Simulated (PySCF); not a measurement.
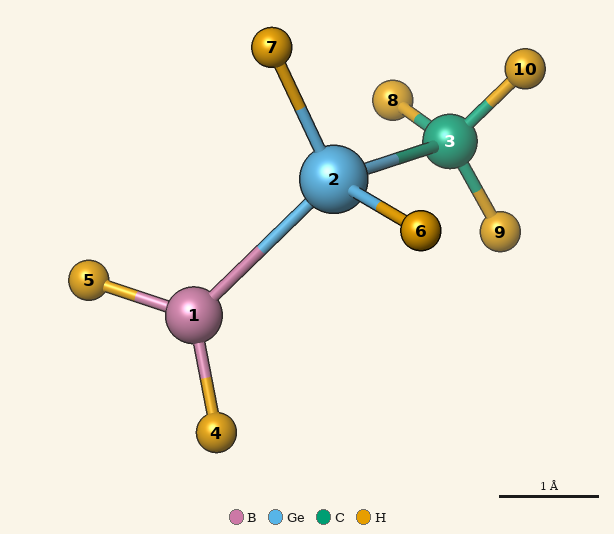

Orthographic view. Atoms fade into the background with distance from the viewer. Computed geometry: PBE0-D3(BJ)/def2-SVP optimisation. No frequency run is at hand to confirm it as a minimum.

Write a Z-matrix (Å, degrees) in the order of the atom numbers, with these reference atoms: 2 to 1; 3 to 2, 1; 4 to 1, 2, 3; 5 to 1, 4, 2; 6 to 2, 3, 1; 7 to 2, 6, 3; 8 to 3, 2, 6; 9 to 3, 8, 2; 10 to 3, 9, 8.

```
B  
Ge   1   2.061
C    2   1.970   1   108.4
H    1   1.209   2   121.1   3    85.8
H    1   1.209   4   117.8   2   176.8
H    2   1.545   3   108.0   1   122.2
H    2   1.545   6   107.3   3  -116.0
H    3   1.099   2   110.6   6  -177.4
H    3   1.099   8   108.8   2   122.0
H    3   1.099   9   108.6   8  -118.0
```
